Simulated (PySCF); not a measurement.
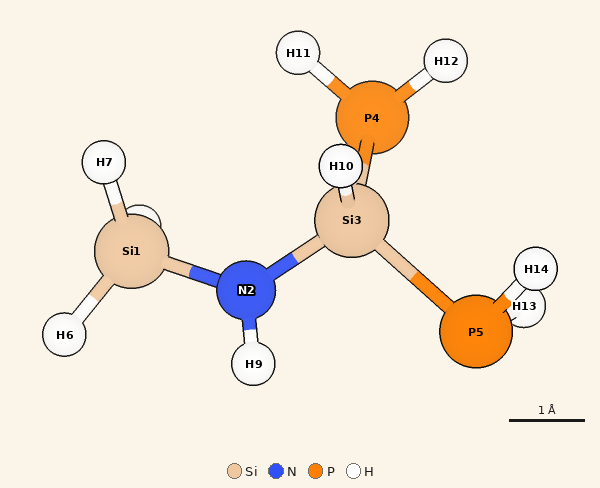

Fig. 1: The structure (ball-and-stick view, seen at a tilt; atoms are numbered from 1 in the order of the input). Bond lengths as drawn: H–N 1.01 Å, H–P 1.38 to 1.39 Å, H–Si 1.46 to 1.48 Å, N–Si 1.73 to 1.74 Å and P–Si 2.25 Å.

**Two runs on Si$_{2}$P$_{2}$NH$_{9}$**

System: Si$_{2}$P$_{2}$NH$_{9}$, SMILES [SiH3]N[SiH](P)P.
Method of run A: GIAO HF/pcSseg-1 NMR shielding, non-relativistic, gas phase (PySCF 2.14.0).

The geometry comes from this level: GFN2-xTB. Text and figures count atoms from 1; the logs count them from 0 in places.

### The input, run A
```
{"job": {"kind": "nmr", "xc": "HF", "basis": "pcSseg-1", "pop": false, "grid": 1}, "charge": 0, "multiplicity": 1}
Si    -2.382630     0.240132     0.172167
N     -0.966120    -0.590432     0.735191
Si     0.668819    -0.034862     0.745334
P      1.078701     0.975042    -1.227373
P      1.921823    -1.876814     1.073725
H     -3.507097    -0.555826     0.655280
H     -2.353121     1.582768     0.754921
H     -2.364967     0.338060    -1.289178
H     -1.103368    -1.536061     1.051472
H      0.856905     0.872666     1.894547
H      0.383213     2.125579    -0.902225
H      2.288731     1.522383    -0.830995
H      2.489228    -1.876941    -0.186844
H      2.989207    -1.186166     1.611838
```

The first line tells a small driver script what to run in PySCF; the rest is the geometry in Å.

Command:
```bash
OMP_NUM_THREADS=1 python <driver script> task.json out
```

Hardware: 1 CPU thread, shared host.

### Output (run A)
```
final grid: 53016 points
cycle   1  E = -1318.9179906065  dE =  2.026e-01  |g| = 4.107e-01  |ddm| = 3.284e+00
cycle   2  E = -1318.9811438070  dE = -6.315e-02  |g| = 1.538e-01  |ddm| = 5.757e-01
cycle   3  E = -1318.9884490691  dE = -7.305e-03  |g| = 6.302e-02  |ddm| = 2.082e-01
cycle   4  E = -1318.9898882084  dE = -1.439e-03  |g| = 1.303e-02  |ddm| = 9.667e-02
cycle   5  E = -1318.9899714175  dE = -8.321e-05  |g| = 3.619e-03  |ddm| = 2.556e-02
cycle   6  E = -1318.9899806595  dE = -9.242e-06  |g| = 1.052e-03  |ddm| = 1.101e-02
cycle   7  E = -1318.9899814808  dE = -8.213e-07  |g| = 2.814e-04  |ddm| = 3.353e-03
cycle   8  E = -1318.9899815408  dE = -5.999e-08  |g| = 6.017e-05  |ddm| = 1.012e-03
cycle   9  E = -1318.9899815440  dE = -3.218e-09  |g| = 1.527e-05  |ddm| = 2.328e-04
cycle  10  E = -1318.9899815442  dE = -2.201e-10  |g| = 4.095e-06  |ddm| = 5.880e-05
converged SCF energy = -1318.9899815442

GIAO shielding tensors (ppm)
atom      isotropic    diamagn.    paramagn.     s11        s22        s33       span
  0 Si     445.865     876.104    -430.239    413.237    435.773    488.584     75.347
  1 N      269.209     329.433     -60.223    238.855    277.818    290.955     52.100
  2 Si     403.030     877.323    -474.292    367.469    395.463    446.159     78.690
  3 P      618.233     967.253    -349.019    570.060    616.313    668.328     98.268
  4 P      619.346     966.452    -347.105    571.291    637.159    649.589     78.298
  5 H       27.913      29.050      -1.137     23.981     25.865     33.891      9.910
  6 H       27.932      29.955      -2.023     24.514     26.238     33.043      8.530
  7 H       27.933      30.083      -2.150     23.873     27.100     32.826      8.953
  8 H       32.166      33.480      -1.314     21.739     30.384     44.376     22.636
  9 H       26.892      30.492      -3.599     23.803     24.848     32.026      8.223
 10 H       30.617      32.396      -1.779     24.905     28.462     38.484     13.579
 11 H       31.246      31.613      -0.367     25.848     28.242     39.647     13.800
 12 H       31.113      31.893      -0.780     25.534     29.417     38.390     12.856
 13 H       31.210      31.125       0.084     26.278     27.538     39.812     13.534
```

For run B the input was changed thus:
```diff
-"xc": "HF"
+"xc": "revPBE"
-"grid": 1
```

Predict how the results change.

The total energies belong to different methods, so their difference says nothing on which is more stable or more accurate. The HOMO goes from −9.81 to −5.90 eV. The LUMO goes from 3.00 to −0.99 eV. The dipole moment goes from 0.70 to 0.59 D. Of all shieldings, the largest change is that of Si3, by −54.3 ppm. The method changes from HF to revPBE. The SCF takes 14 iterations against 10.

### Output (run B)
```
coarse grid: 13144 points
cycle   1  E = -1321.4616167754  dE =  1.793e-01  |g| = 5.615e-01  |ddm| = 3.419e+00
cycle   2  E = -1321.2406731478  dE =  2.209e-01  |g| = 1.109e+00  |ddm| = 2.093e+00
cycle   3  E = -1321.5268660090  dE = -2.862e-01  |g| = 1.308e-01  |ddm| = 1.709e+00
cycle   4  E = -1321.5314925956  dE = -4.627e-03  |g| = 4.563e-02  |ddm| = 2.554e-01
cycle   5  E = -1321.5320300271  dE = -5.374e-04  |g| = 1.414e-02  |ddm| = 9.294e-02
cycle   6  E = -1321.5320964073  dE = -6.638e-05  |g| = 4.811e-03  |ddm| = 3.225e-02
cycle   7  E = -1321.5321040773  dE = -7.670e-06  |g| = 6.926e-04  |ddm| = 7.831e-03
final grid: 107048 points
cycle   8  E = -1321.5684013455  dE = -2.946e-05  |g| = 8.482e-03  |ddm| = 3.433e-02
cycle   9  E = -1321.5683540949  dE =  4.725e-05  |g| = 1.649e-02  |ddm| = 2.580e-02
cycle  10  E = -1321.5684156695  dE = -6.157e-05  |g| = 1.526e-03  |ddm| = 1.867e-02
cycle  11  E = -1321.5684161244  dE = -4.549e-07  |g| = 3.942e-04  |ddm| = 2.257e-03
cycle  12  E = -1321.5684161658  dE = -4.148e-08  |g| = 8.715e-05  |ddm| = 7.409e-04
cycle  13  E = -1321.5684161686  dE = -2.716e-09  |g| = 2.707e-05  |ddm| = 1.996e-04
cycle  14  E = -1321.5684161688  dE = -2.360e-10  |g| = 5.028e-06  |ddm| = 4.734e-05
converged SCF energy = -1321.5684161688

GIAO shielding tensors (ppm)
atom      isotropic    diamagn.    paramagn.     s11        s22        s33       span
  0 Si     399.210     880.563    -481.352    355.467    384.756    457.408    101.941
  1 N      250.825     323.570     -72.744    217.374    259.450    275.652     58.278
  2 Si     348.712     881.725    -533.013    299.934    341.199    405.002    105.068
  3 P      579.111     969.068    -389.957    525.369    596.373    615.592     90.223
  4 P      579.884     967.905    -388.022    532.545    590.126    616.981     84.436
  5 H       27.006      28.864      -1.858     23.345     25.088     32.585      9.240
  6 H       26.954      29.857      -2.903     23.751     25.128     31.982      8.232
  7 H       26.823      30.033      -3.210     22.810     25.846     31.812      9.003
  8 H       31.905      32.965      -1.060     22.148     30.918     42.649     20.501
  9 H       25.402      30.248      -4.846     22.282     23.679     30.246      7.964
 10 H       29.878      31.821      -1.943     24.399     27.948     37.287     12.887
 11 H       30.703      31.063      -0.360     25.721     27.985     38.403     12.682
 12 H       30.520      31.192      -0.672     25.312     29.007     37.240     11.929
 13 H       30.544      30.280       0.265     25.879     27.100     38.654     12.774
```

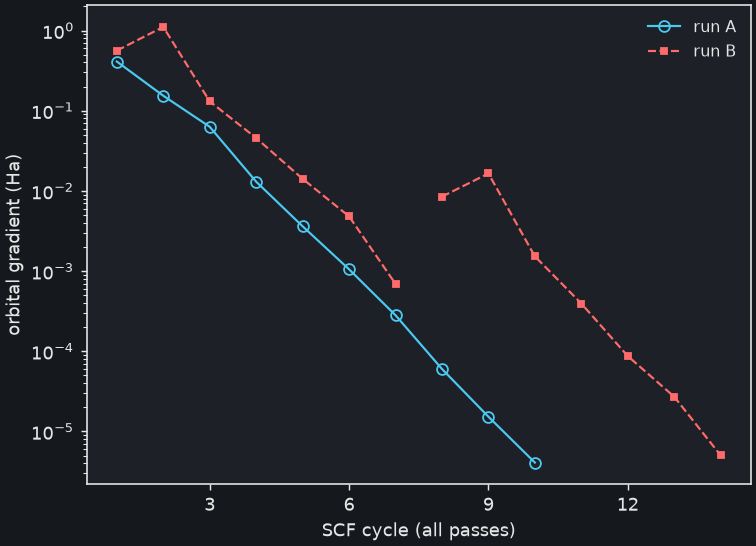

Fig. 2: Convergence of the two runs: orbital gradient against the SCF cycle. A break in a curve parts two SCF passes (coarse and final grid). Run A takes 10 cycles in all, and run B takes 14.

### The two runs side by side

| quantity | run A | run B |
| --- | --- | --- |
| outcome | converged | converged |
| total energy (hartree) | −1318.989982 | −1321.568416 |
| HOMO (eV) | −9.81 | −5.90 |
| LUMO (eV) | 3.00 | −0.99 |
| dipole moment (D) | 0.70 | 0.59 |
| shielding of Si1 (ppm) | 445.9 | 399.2 |
| shielding of N2 (ppm) | 269.2 | 250.8 |
| shielding of Si3 (ppm) | 403.0 | 348.7 |
| shielding of P4 (ppm) | 618.2 | 579.1 |
| shielding of P5 (ppm) | 619.3 | 579.9 |
| shielding of H8 (ppm) | 27.9 | 26.8 |
| shielding of H10 (ppm) | 26.9 | 25.4 |
| SCF iterations | 10 | 14 |
| basis functions | 158 | 158 |
| wall time (shared host) | 17 s | 37 s |
